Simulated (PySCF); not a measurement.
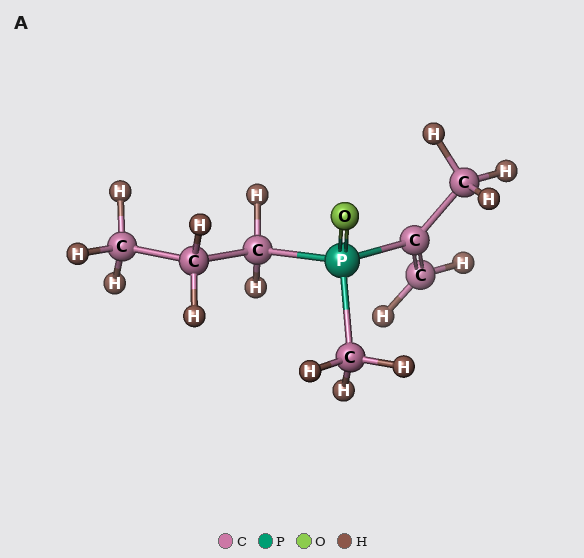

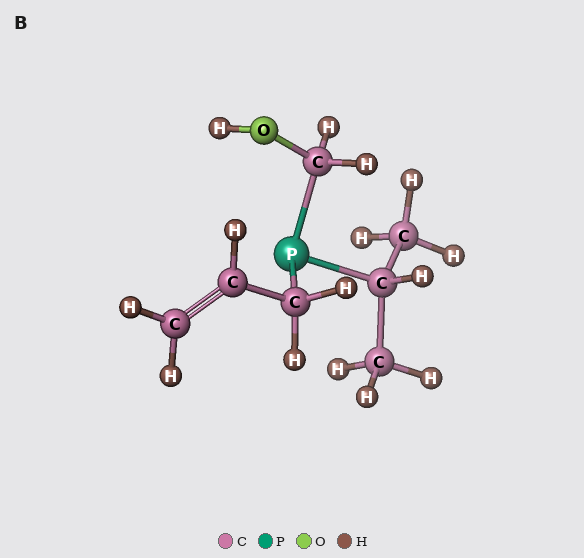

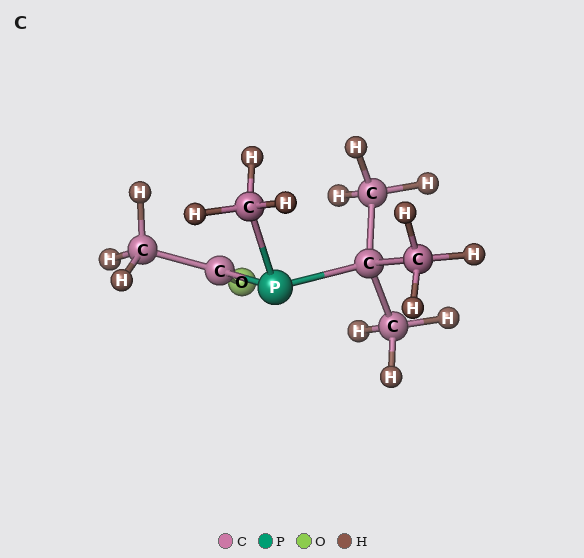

3 stationary structures of one formula. Geometries: GFN2-xTB. Electronic energies: PBE0/pcSseg-1 (PySCF 2.14.0), without zero-point energy. No frequency run is at hand to confirm each as a minimum. Each is one conformer, not always the lowest.

Are they conformers, stereoisomers or constitutional isomers?

They are constitutional isomers of C7H15OP: A `C=C(C)[P@@](C)(=O)CCC`, B `C=CCP(CO)C(C)C`, C `CC(=O)P(C)C(C)(C)C`.

Rank them by energy, lowest first.

A is lowest; C lies 25.1 kJ/mol above it, B lies 132.5 kJ/mol above it.

The geometry is semi-empirical. Around P such bond lengths and angles can be off by a tenth of an ångström or more and by several degrees, and values that hang on the shape move with them.
